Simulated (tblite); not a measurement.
# Al25H10N25 ((5,0) AlN nanotube piece): the cost of one run

Computed with tblite 0.8.0 and PySCF 2.14.0 and routines of our own; the level stands in each step. Atoms count from 0.

## 1. The system as given

60 atoms, charge 0, multiplicity 1; geometry from: force field, distance geometry or constructed start.

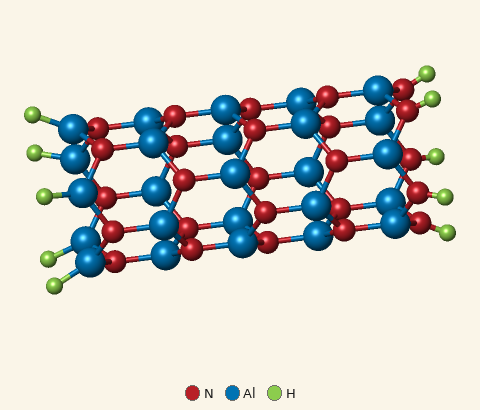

The starting geometry (nitrogen red, aluminium blue, hydrogen green); sticks join atoms by distance alone.

## 2. Optimising the geometry with GFN2-xTB

Job settings and geometry (Å):

```
{"job": {"kind": "relax", "xc": "GFN2-xTB", "basis": "xTB"}, "charge": 0, "multiplicity": 1}
N      2.015800     1.459200    -3.194400
Al     2.007700     1.463600    -5.003100
N      0.773300     2.361700    -5.896900
N     -0.768800     2.368400    -3.199000
Al    -0.769100     2.362800    -4.992800
N     -2.014200     1.460500    -5.900500
N     -2.485600     0.001700    -3.196100
Al    -2.482300     0.002700    -4.994700
N     -2.008200    -1.463100    -5.898300
N     -0.770900    -2.364800    -3.191200
Al    -0.770200    -2.365200    -4.998300
N      0.765600    -2.366000    -5.897900
N      2.007500    -1.460300    -3.187800
Al     2.013100    -1.461600    -4.998900
N      2.483500     0.005100    -5.897700
Al     2.483800     0.000600    -2.284800
N      2.011300     1.462900     2.218300
Al     2.009800     1.457600     0.413000
N      0.767500     2.365800    -0.485200
Al     0.770900     2.364900    -2.288400
N     -0.770400     2.367800     2.218900
Al    -0.769000     2.365500     0.413800
N     -2.007500     1.465600    -0.481100
Al    -2.015100     1.456700    -2.292600
N     -2.485200     0.002600     2.218300
Al    -2.491800    -0.000900     0.416500
N     -2.010200    -1.458700    -0.488400
Al    -2.011500    -1.460400    -2.289900
N     -0.767500    -2.363600     2.215400
Al    -0.767000    -2.363600     0.417400
N      0.771700    -2.363400    -0.488800
Al     0.766200    -2.362700    -2.290900
N      2.009900    -1.460900     2.215500
Al     2.013000    -1.462300     0.417700
N      2.486900     0.001800    -0.491000
Al     2.486200     0.002200     3.116200
Al     2.010100     1.461100     5.820100
N      0.769000     2.366500     4.919900
Al     0.769200     2.360100     3.119000
Al    -0.772900     2.367400     5.825400
N     -2.011000     1.458700     4.926300
Al    -2.005000     1.455400     3.122800
Al    -2.480800     0.001000     5.820600
N     -2.008300    -1.461500     4.920700
Al    -2.014600    -1.459300     3.121500
Al    -0.770000    -2.362400     5.820800
N      0.770500    -2.363900     4.921900
Al     0.767800    -2.361400     3.121400
Al     2.012500    -1.460600     5.824400
N      2.487600     0.000700     4.924500
H      0.916900     2.817500    -6.815100
H     -2.396300     1.747100    -6.818500
H     -2.403300    -1.746200    -6.818100
H      0.914400    -2.826400    -6.821200
H      2.970900    -0.000900    -6.816700
H      2.590800     1.885700     7.187500
H     -0.983200     3.040600     7.185000
H     -3.200400     0.007600     7.186200
H     -0.989700    -3.047000     7.190900
H      2.590400    -1.880700     7.185900
```

Launch:

```console
> OMP_NUM_THREADS=8 python large_run.py task.json out
```

The driver reads the jobs from task.json and runs them one after another.

**Question.** How long does this first job take on 8 threads of Arm Neoverse V1, shared host, and how much memory does it need?

About 19 s, with a peak of 0.18 GiB.
